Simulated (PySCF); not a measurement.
```csv
atom,x (Å),y (Å),z (Å)
C,3.4604,0.0728,0.6274
C,2.3737,-0.3686,0.3733
C,1.0753,-0.9070,0.0622
O,0.8625,-2.0528,-0.2250
O,0.1187,0.0195,0.1272
Si,-1.4678,-0.3417,-0.1986
C,-2.2488,1.3833,0.0994
O,-3.4212,1.6038,-0.0543
H,4.4128,0.4571,0.8510
H,-1.9722,-1.3163,0.7600
H,-1.6117,-0.7587,-1.5870
H,-1.5806,2.2078,0.4325
```

Geometry: GFN2-xTB.

Method: PBE0/pcSseg-1, SCF density, gas phase, non-relativistic in PySCF.

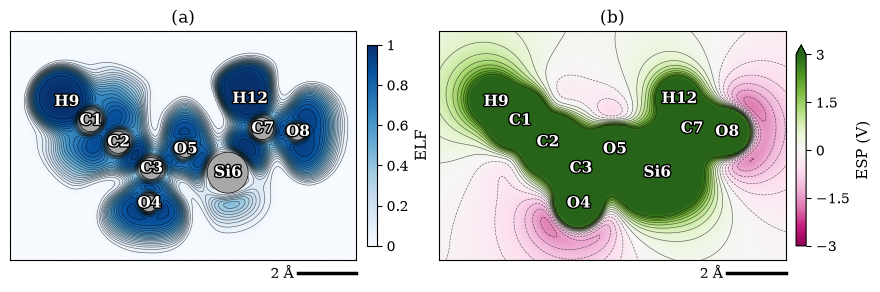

C$_{4}$H$_{4}$O$_{3}$Si (SMILES C#CC(=O)O[SiH2]C=O). (a) electron localisation function; (b) electrostatic potential on the plane of atoms C3, O5 and Si6. Grey discs cover the atomic cores in the ELF map.

Q: What does the map show?

A:
- The section cuts through C, O, Si and H sites.
- C–C (1.20 Å): the ELF peaks at about 0.85 between the atoms; a multiple bond.
- C–O (1.20 Å): the ELF peaks at about 0.85 between the atoms; a multiple bond.
- Si–O (1.66 Å): the ELF peaks at about 0.90 between the atoms: a shared but strongly polarised pair.
- C–Si (1.92 Å): the ELF peaks at about 1 between the atoms, as expected for a covalent bond.
- C–H (1.05 Å): the ELF climbs to about 1 towards the hydrogen, as it does in any bond to H (an ordinary covalent bond to hydrogen).
- The ELF also peaks beside O4, O8 and O5, away from the bonds: lone-pair regions.
- Outside the dense part of the molecule the potential is most negative (−1.7 V) near O8.
